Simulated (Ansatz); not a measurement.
**CuF (model cell, started as CsCl type): phonons and vibrational spectra**

Task: relax CuF (model cell, started as CsCl type), then find its harmonic phonons.

Method: DFT r2SCAN, scalar-relativistic, plane waves, PAW, in Ansatz 0.2.0.

The structure was built from a prototype and need not be the compound's stable phase.

## (1) The starting structure

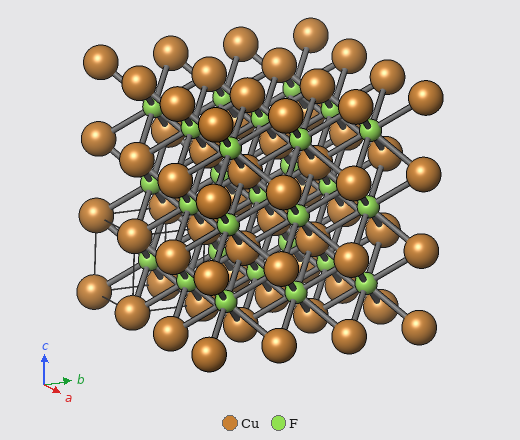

Start, viewed slightly off an axis; copper orange, fluorine green. 3×3×3 cells are drawn. Some periodic images of atoms are drawn too.

As a file:

```cif
data_structure
_symmetry_space_group_name_H-M 'P 1'
_symmetry_Int_Tables_number 1
_cell_length_a 2.5219
_cell_length_b 2.5219
_cell_length_c 2.5219
_cell_angle_alpha 90.000
_cell_angle_beta 90.000
_cell_angle_gamma 90.000
_cell_volume 16.04
loop_
_atom_site_label
_atom_site_type_symbol
_atom_site_fract_x
_atom_site_fract_y
_atom_site_fract_z
_atom_site_occupancy
Cu1 Cu 0.00000 0.00000 0.00000 1
F2 F 0.50000 0.50000 0.50000 1
```

## (2) Rough relaxation

The start is far from rest, so a relaxation with loose tolerances brings it close first.

Contents of input.yaml:

```yaml
crystal:
  lattice:
    - [2.52187, 0.0, 0.0]
    - [0.0, 2.52187, 0.0]
    - [0.0, 0.0, 2.52187]
  atoms:
    - { symbol: Cu, position: [0.0, 0.0, 0.0] }
    - { symbol: F, position: [0.5, 0.5, 0.5] }
kpoints:
  mp_grid: { grid: [8, 8, 8] }
hamiltonian:
  xc: r2scan
scf:
  occupations: { method: gaussian, width: 0.1 }
output:
  forces: true
  stress: true
  eigenvalues: true
relax:
  adjacent_minimum: "off"
  f_tol: 0.05
  max_steps: 80
  cell: { stress_tol: 0.5 }
```

Started as:

```
> ansatz run input.yaml --threads 4 --pin off --max-ram 7168MiB --backend cpu --events-out ev --progress --plain --runs-dir out
```

Numbers of over 12 decimals in the logs are rounded to 6 here.

Log:

```text
The last accepted step is kept in <dir> (removed where the run ends without a failure and the disk answers)
Engine: ansatz 0.2.0, aarch64-unknown-linux-gnu
Pseudopotentials: kind: paw
Pseudopotential: Cu, paw, valence charge 19, recommended cutoff 500 eV (meta_gga), Cu.paw.azcp
Pseudopotential: F, paw, valence charge 7, recommended cutoff 500 eV (meta_gga), F.paw.azcp
Functional definition: r2SCAN
[...]
--- Relaxed structure (5 steps of the walk, 5 accepted, 1 SCFs on fresh bases) ---
  F+E_penalty+E_count = -7439.88617230 eV   max|allowed force component| = 2.892e-29 eV/Å   (the final SCF, on the basis selected at the relaxed cell)
  cell:  # Å, volume = 20.5018 Å³
    - [2.736933, 0, 0]
    - [0, 2.736933, 0]
    - [0, 0, 2.736933]
  atoms:
    - { symbol: Cu, position: [0, 0, 0] }
    - { symbol: F, position: [0.500000, 0.500000, 0.500000] }
[key lines of the parts left out:]
SCF converged after 7 iterations
Free energy (F): -7439.886172 eV
Fermi energy:    11.422591 eV
P = ⅓ Tr σ = 0.2143 GPa (2.143 kbar)
```

Wall time 3.7 s (4 threads of Arm Neoverse V1, shared host); peak memory 0.33 GiB; 12 s of CPU time.

The steps of the relaxation:

```tsv
step	energy less that of the first step (eV)	largest force component (eV/Å)	pressure (GPa)	volume (Å³)
1	0.0000	0.0000	50.87	16.04
2	-0.3544	0.0000	25.82	17.57
3	-0.5354	0.0000	6.72	19.48
4	-0.5538	0.0000	-0.81	20.64
5	-0.5543	0.0000	-0.02	20.50
6*	-0.5632	0.0000	0.21	20.50
```

Relaxation steps marked * repeat the geometry before them on a plane-wave basis chosen anew for their cell, so energy and pressure can jump there.

Forces are held to the 48 operations that the run works with; a distortion that breaks them can't arise in this run.

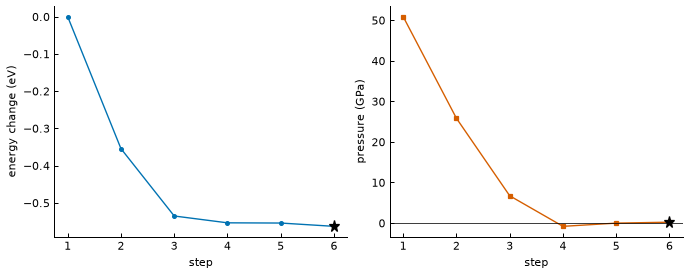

Energy and pressure along the relaxation. Stars mark steps on a basis chosen anew.

```tsv
conventional cell, symmetrised	before	after	change
a (Å)	2.522	2.737	+8.5 %
b (Å)	2.522	2.737	+8.5 %
c (Å)	2.522	2.737	+8.5 %
volume (Å³/atom)	8.02	10.25	+27.8 %
```

Final coordinates:

```
Cu F
1.0
     2.73693    0.00000    0.00000
     0.00000    2.73693    0.00000
     0.00000    0.00000    2.73693
Cu F
1 1
Direct
  0.00000 0.00000 0.00000
  0.50000 0.50000 0.50000
```

Numbers from this step:

```
pressure          : 0.2143 GPa
volume per atom   : 10.25 Å³
gap on the k-mesh : 0 eV
```

In this step the volume went from 8.02 to 10.25 Å³/atom.

## (3) Relaxation

Harmonic phonons are second derivatives at a point where the forces vanish, and they are wanted at zero stress, so atoms and cell are relaxed first.

Contents of input.yaml:

```yaml
crystal:
  lattice:
    - [2.7369331033, 0.0, 0.0]
    - [0.0, 2.7369331033, 0.0]
    - [0.0, 0.0, 2.7369331033]
  atoms:
    - { symbol: Cu, position: [0.0, 0.0, 0.0] }
    - { symbol: F, position: [0.5, 0.5, 0.5] }
kpoints:
  mp_grid: { grid: [14, 14, 14] }
hamiltonian:
  xc: r2scan
scf:
  occupations: { method: gaussian, width: 0.1 }
output:
  forces: true
  stress: true
  eigenvalues: true
  write_density: true
  write_potential: true
  elf: true
  volumetric_format: npy
relax:
  adjacent_minimum: "off"
  f_tol: 0.005
  max_steps: 80
  cell: { stress_tol: 0.05 }
```

Log:

```text
[...]
Crystal: 2 atoms, lattice volume = 20.502 Å³
Basis set: ecut = 500 eV, 485 PW (Γ), exchange–correlation on 80×80×80 points (64 copies of the dense FFT grid, shifted against one another)
Bands: 17, of which v1, the nominal top of the filled ones, is band 13 counted from 1 (12 counted from 0)
Symmetry: 48 space group operations
[...]
k-points: 120 of 2744
[...]
SCF iter   1: F=—  HF=-7439.916734 eV  |F-HF|=—  |Δ(HF+E_count)|=         —  Δρ=4.47e-2  dr2=2.27e-1  dr2_τ=1.86e-2  ethr=1.77e-3  ⟨swp⟩=4.7  Hψ=8504  notcnv=0
[...]
SCF iter   7: F=-7439.886244 eV  HF=-7439.886244 eV  |F-HF|=5.73e-10  |Δ(HF+E_count)|=   1.08e-7  Δρ=3.66e-6  dr2=8.27e-10  dr2_τ=3.34e-10  ethr=2.43e-10  ⟨swp⟩=7.4  Hψ=11488  notcnv=0
SCF 1 converged in 7 iterations: F = -7439.886244 eV  dr2 = 8.27e-10
[...]
relax step   1: F+E_penalty+E_count = -7439.88624354 eV  Δ(F+E_penalty+E_count) = +0.000e0 eV  max|allowed force component| = 1.091e-29 eV/Å  Δτ_max = 0.0000 Å  P = +0.293 GPa  Ω = 20.502 Å³  (7 SCF iters, dr2 threshold 1.00e-7 eV, accepted)
Crystal: 2 atoms, lattice volume = 20.530 Å³
[...]
SCF iter   4: F=-7439.886239 eV  HF=-7439.886239 eV  |F-HF|=1.70e-7  |Δ(HF+E_count)|=   3.51e-7  Δρ=4.77e-5  dr2=1.83e-7  dr2_τ=1.65e-8  ethr=7.69e-10  ⟨swp⟩=6.0  Hψ=12245  notcnv=0
SCF 2 converged in 4 iterations: F = -7439.886239 eV  dr2 = 1.83e-7
relax step   2: F+E_penalty+E_count = -7439.88623875 eV  Δ(F+E_penalty+E_count) = +4.791e-6 eV  max|allowed force component| = 5.325e-30 eV/Å  Δτ_max = 0.0000 Å  P = +0.139 GPa  Ω = 20.530 Å³  energy of the carried Pulay correction = -4.183e-5 eV  (4 SCF iters, dr2 threshold 2.00e-7 eV, accepted)
Crystal: 2 atoms, lattice volume = 20.555 Å³
[...]
SCF iter   5: F=-7439.886212 eV  HF=-7439.886212 eV  |F-HF|=1.10e-8  |Δ(HF+E_count)|=   5.22e-9  Δρ=2.15e-5  dr2=3.76e-8  dr2_τ=8.00e-10  ethr=1.85e-10  ⟨swp⟩=6.9  Hψ=10811  notcnv=0
SCF 3 converged in 5 iterations: F = -7439.886212 eV  dr2 = 3.76e-8
relax step   3: F+E_penalty+E_count = -7439.88621167 eV  Δ(F+E_penalty+E_count) = +2.708e-5 eV  max|allowed force component| = 1.118e-30 eV/Å  Δτ_max = 0.0000 Å  P = -0.001 GPa  Ω = 20.555 Å³  energy of the carried Pulay correction = -7.962e-5 eV  (5 SCF iters, dr2 threshold 4.82e-8 eV, accepted)
[...]
SCF iter   5: F=-7439.886286 eV  HF=-7439.886286 eV  |F-HF|=1.36e-11  |Δ(HF+E_count)|=   1.50e-9  Δρ=4.43e-7  dr2=1.86e-11  dr2_τ=2.11e-12  ethr=1.00e-12  ⟨swp⟩=4.0  Hψ=10137  notcnv=0
SCF 4 converged in 5 iterations: F = -7439.886286 eV  dr2 = 1.86e-11
relax step   4: F+E_penalty+E_count = -7439.88628611 eV  Δ(F+E_penalty+E_count) = -7.444e-5 eV  max|allowed force component| = 4.404e-30 eV/Å  Δτ_max = 0.0000 Å  P = -0.002 GPa  Ω = 20.555 Å³  stress off target by 2.07e-3 GPa  SCF on the basis re-selected at this cell (its energy is not comparable with the rows above)  (5 SCF iters)
[...]
SCF converged after 5 iterations
Free energy (F): -7439.886286 eV
[...]
Internal energy: -7439.881556 eV  (E = F + TS)
E sigma→0 (E₀):  -7439.883921 eV
Entropy (-TS):   -0.004730 eV (-2.365 meV/atom)
Fermi energy:    11.334958 eV
[...]
--- Stress (GPa, compression-positive) ---
       -0.002075       0.000000       0.000000
        0.000000      -0.002075       0.000000
        0.000000       0.000000      -0.002075
  P = ⅓ Tr σ = -0.0021 GPa (-0.021 kbar)
--- Band table (eV; the first three rows and the last of 120) ---
  k-point 0: bands = [... 9 lower, 9.4183, 9.8157, 10.9151, 10.9151, 10.9151, 27.3219, 27.3219, 29.2228]
  k-point 1: bands = [... 9 lower, 9.4984, 10.1008, 10.9176, 10.9225, 10.9225, 26.3186, 27.3772, 29.2171]
  k-point 2: bands = [... 9 lower, 9.7030, 10.7862, 10.9247, 10.9440, 10.9440, 24.6813, 27.5438, 29.1933]
  k-point 119: bands = [... 9 lower, 11.2117, 11.2117, 11.3241, 11.3241, 18.7828, 18.7828, 18.7828, 23.4603]
--- Relaxed structure (3 steps of the walk, 3 accepted, 1 SCFs on fresh bases) ---
[...]
cell:  # Å, volume = 20.5546 Å³
    - [2.739280, 0, 0.0]
    - [0, 2.739280, 0.0]
    - [0.0, 0.0, 2.739280]
  atoms:
    - { symbol: Cu, position: [0, 0, 0] }
    - { symbol: F, position: [0.5, 0.5, 0.5] }
```

Run time: 5.6 s. Hardware: 4 threads; peak memory 0.39 GiB.

Little changed from the start: no atom moved by 0.005 Å and no cell edge by 0.1 %.

Numbers from this step:

* pressure: -0.002075 GPa
* volume per atom: 10.28 Å³

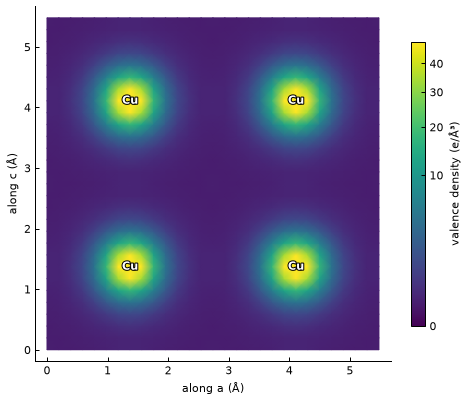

Valence density in the ac plane at fractional y = 0.000, with atoms of Cu within 0.2 Å of it. It is the smooth field of the valence electrons, not physical close to the nuclei. The map starts off the cell's origin, so that atoms lie inside it. The colour scale is stretched toward low values.

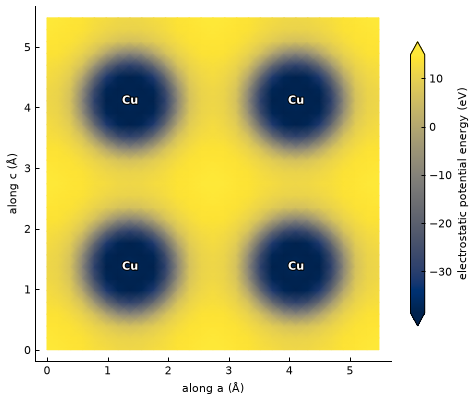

Electrostatic potential energy in the ac plane at fractional y = 0.000, with atoms of Cu within 0.2 Å of it. With pseudopotentials it is smooth inside the atoms' cores, unlike the true potential. The map starts off the cell's origin, so that atoms lie inside it.

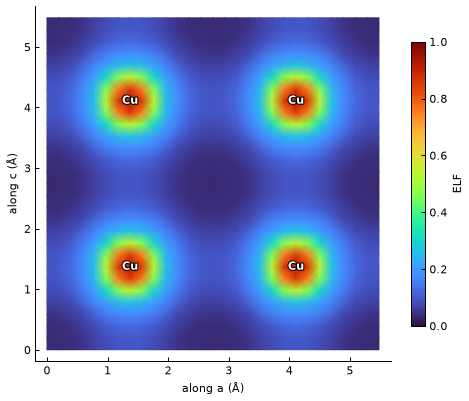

ELF in the ac plane at fractional y = 0.000, with atoms of Cu within 0.2 Å of it. It is the smooth field of the valence electrons, not physical close to the nuclei. The map starts off the cell's origin, so that atoms lie inside it.

In this step the volume went from 10.25 to 10.28 Å³/atom.

## (4) Relaxing to small forces for the phonons

Phonons need a cell at rest on their own settings, so the relaxation is repeated with tight tolerances on forces and stress, using the mesh and the filling of the phonon run that follows.

Contents of input.yaml:

```yaml
crystal:
  lattice:
    - [2.7392795287, 0.0, 0.0]
    - [0.0, 2.7392795287, 0.0]
    - [0.0, 0.0, 2.7392795287]
  atoms:
    - { symbol: Cu, position: [0.0, 0.0, 0.0] }
    - { symbol: F, position: [0.5, 0.5, 0.5] }
kpoints:
  mp_grid: { grid: [16, 16, 16] }
hamiltonian:
  xc: r2scan
scf:
  occupations: { method: methfessel_paxton, width: 0.15 }
output:
  forces: true
  stress: true
  eigenvalues: true
relax:
  adjacent_minimum: "off"
  f_tol: 0.001
  max_steps: 60
  cell: { stress_tol: 0.01 }
```

Log:

```text
[...]
Crystal: 2 atoms, lattice volume = 20.555 Å³
Basis set: ecut = 500 eV, 485 PW (Γ), exchange–correlation on 80×80×80 points (64 copies of the dense FFT grid, shifted against one another)
Bands: 17, of which v1, the nominal top of the filled ones, is band 13 counted from 1 (12 counted from 0)
Symmetry: 48 space group operations
[...]
k-points: 165 of 4096
[...]
k-point 164: bands = [... 9 lower, 11.2234, 11.2234, 11.3417, 11.3417, 18.7992, 18.7992, 18.7992, 23.4865]
--- Relaxed structure (3 steps of the walk, 3 accepted, 1 SCFs on fresh bases) ---
[...]
cell:  # Å, volume = 20.5363 Å³
    - [2.738467, 0, 0]
    - [0, 2.738467, 0]
    - [0, 0, 2.738467]
  atoms:
    - { symbol: Cu, position: [0, 0, 0] }
    - { symbol: F, position: [0.5, 0.5, 0.5] }
[key lines of the parts left out:]
SCF converged after 5 iterations
Free energy (F): -7439.881798 eV
Fermi energy:    11.313488 eV
P = ⅓ Tr σ = 0.0005 GPa (0.005 kbar)
```

The job ended after 6.8 s (4 threads; peak memory 0.41 GiB; 25 s of CPU time).

Little changed from the start: no atom moved by 0.005 Å and no cell edge by 0.1 %.

This step gave:

- pressure: 4.72e-4 GPa
- volume per atom: 10.27 Å³

The forces vanish by symmetry and the pressure is 0.000 GPa, within the tolerances set. The cell now holds 10.27 Å³/atom.

## (5) Zone-centre response

The zone centre comes first: it holds the modes that light can see, as far as symmetry allows. No field response is asked, since the mesh shows no gap.

input.yaml, the sections that differ from step 4:

```yaml
crystal:
  lattice:
    - [2.7384665451, 0.0, 0.0]
    - [0.0, 2.7384665451, 0.0]
    - [0.0, 0.0, 2.7384665451]
  atoms:
    - { symbol: Cu, position: [0.0, 0.0, 0.0] }
    - { symbol: F, position: [0.5, 0.5, 0.5] }
output:
  eigenvalues: true
phonons:
  method: dfpt
# kpoints, hamiltonian, scf: as in step 4
# relax: removed
```

Log:

```text
[...]
Crystal: 2 atoms, lattice volume = 20.536 Å³
Basis set: ecut = 500 eV, 485 PW (Γ), exchange–correlation on 200×200×200 points (1000 copies of the dense FFT grid, shifted against one another)
Bands: 17, of which v1, the nominal top of the filled ones, is band 13 counted from 1 (12 counted from 0)
Symmetry: 48 space group operations
k-points: 405 of 4096 (irreducible under 8 space group operations, time reversal used)
[...]
SCF iter   1: F=—  HF=-7439.911284 eV  |F-HF|=—  |Δ(HF+E_count)|=         —  Δρ=4.43e-2  dr2=2.22e-1  dr2_τ=1.90e-2  ethr=1.77e-3  ⟨swp⟩=4.4  Hψ=28337  notcnv=0
[...]
SCF iter  10: F=-7439.881804 eV  HF=-7439.881804 eV  |F-HF|=1.82e-12  |Δ(HF+E_count)|=  1.00e-11  S|Δr|=    0.00e0  Δρ=2.94e-8  dr2=7.84e-14  dr2_τ=2.90e-15  ethr=1.00e-12  ⟨swp⟩=5.0  Hψ=28011  notcnv=0
SCF 1 converged in 10 iterations: F = -7439.881804 eV  dr2 = 7.84e-14
[...]
DFPT response loops at Γ: preconditioner auto → Kerker (q_TF=auto, 2.838 Å⁻¹) (partly filled bands, converged f_vac=0.000); β = 1.00, the filter's whole step (`scf.mixing.beta` (0.50) is not read by the response loops under this deck's `scf.mixing.preconditioner`; to damp them name `kerker` or `kerker_dos`, under which they read `scf.mixing.beta`, and type it under 1.00, their step now; both keys bind the ground state too); Broyden in place of MSR1
SCF converged after 10 iterations
[...]
Free energy (F): -7439.881804 eV
[...]
Internal energy: -7439.889775 eV  (E = F + TS)
E sigma→0 (E₀):  -7439.883797 eV
Entropy (-TS):   0.007971 eV (3.986 meV/atom)
Fermi energy:    11.313483 eV
[...]
--- Band table (eV; the first three rows and the last of 405) ---
  k-point 0: bands = [... 9 lower, 9.4328, 9.8326, 10.9233, 10.9233, 10.9233, 27.3430, 27.3430, 29.2500]
  k-point 1: bands = [... 9 lower, 9.4954, 10.0547, 10.9252, 10.9290, 10.9290, 26.5267, 27.3853, 29.2457]
  k-point 2: bands = [... 9 lower, 9.6572, 10.6107, 10.9307, 10.9459, 10.9459, 25.1295, 27.5128, 29.2286]
  k-point 404: bands = [... 9 lower, 11.2234, 11.2234, 11.3417, 11.3417, 18.7992, 18.7992, 18.7992, 23.4865]
--- Phonons (Γ-DFPT): 2 representative perturbations + reference, on 405 of 4096 k-points (Σ response iterations 14) ---
  k mesh reduced under 8 symmetry operations, with k and −k counted as one. Each operation leaves every solved perturbation unchanged. A smaller set is not considered because the functional reads the kinetic-energy density
  ASR residual: 2.499e-5 → 0.000e0 eV/Å²; symmetrization residual: 1.694e-6 eV/Å²
  ASR residual per site (eV/Å²): 2.50e-5 1.60e-5
  Γ frequencies (cm⁻¹): 0.00 0.00 0.00 69.33 69.33 69.33
  non-analytic LO–TO correction: not included (Born effective charges unavailable; polar crystals: no LO–TO splitting at Γ)
```

The job ended after 32 s (4 threads; peak memory 2.2 GiB; 2 min of CPU time).

The column dr2 measures how far the density is from self-consistency, as an energy; F and HF (Harris–Foulkes) agree once it is small.

This step gave:

```yaml
sum_rule_residual_before_enforcement: 2.50e-5 eV/Å²
point_group: m-3m
highest_optical_mode_at_the_zone_centre_no_lo_to_term: 69.33 cm⁻¹
lowest_optical_zone_centre_mode: 69.33 cm⁻¹
```

Patterns of degenerate modes are one choice out of their space. The modes at Γ (shares of kinetic energy by element, %):

```tsv
mode	frequency (cm⁻¹)	symmetry	Cu %	F %
1	0.0	acoustic	77	23
2	0.0	acoustic	77	23
3	0.0	acoustic	77	23
4	69.3	T1u	23	77
5	69.3	T1u	23	77
6	69.3	T1u	23	77
```

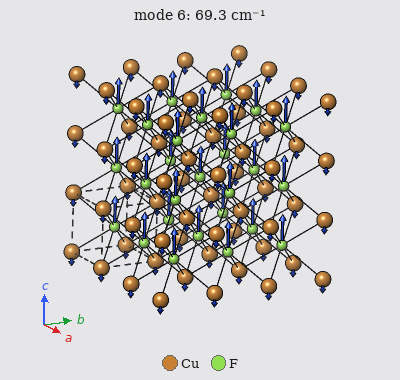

Displacement patterns of mode 6 at Γ; arrows are exaggerated. 3×3×3 cells are drawn. Some periodic images of atoms are drawn too.

Before it was imposed, the acoustic sum rule was missed by 2.5e-5 eV/Å². Small misses are needed for a sound result but don't prove that mesh and cutoff are converged. The lowest optical mode is real, 69.3 cm⁻¹.

[end of part 1 of 2]

[Logs are printed without paths, hosts, clocks, repeated set-up lines and the standing remarks that a program may print on its own settings, such as how far it seeks lower states.]

[Hosts, paths, dates, database ids (printed as entryN), source tags and the programs' standing remarks are cut or masked in the printed files.]
